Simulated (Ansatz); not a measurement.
```
V Ta N
1.0
     5.40142    0.00000    0.00000
    -2.70071    4.67777    0.00000
     0.00000    0.00000    3.63208
V Ta N
2 1 3
Direct
  0.33330 0.66670 0.50000
  0.66660 0.33330 0.50000
  0.00000 0.00000 0.00000
  0.50000 0.00000 0.00000
  0.50000 0.50000 0.00000
  0.00000 0.50000 0.00000
```

Space group P6/mmm; built by placing these elements on a known structure type; computed pressure about −39 GPa in this cell; Hubbard U of 1.83 eV on V d only; the program warned that a starting moment wasn't kept.

Theory: DFT, PAW plane waves, PBE+U, spin-orbit in Ansatz 0.2.0.

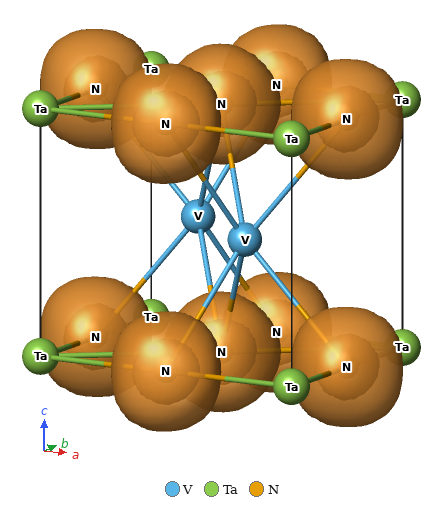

TaV₂N₃. Isosurface of the ELF at 0.75 (orange), seen slightly off an axis. Core shells are left out. Sticks mark near contacts.

Core electrons are frozen (PAW), and the valence fields are smoothed inside the atomic spheres.

Q: Identify the bonds, lone pairs and shells in this picture.

A: The surface consists of three regions wrapped around N (the valence shell of each), counted in one cell of 6 atoms. Regions shared between cells count once. Along the contacts the grid gives the following. V–N (2.39 Å): the ELF peaks at about 0.85 in the valence shell of N, 0.7 Å from its nucleus, and is about 0.20 at the midpoint; no shared electron pair shows on this line. Ta–N (2.70 Å): the ELF is about 0.25 at the midpoint: no shared electron pair shows on this line.
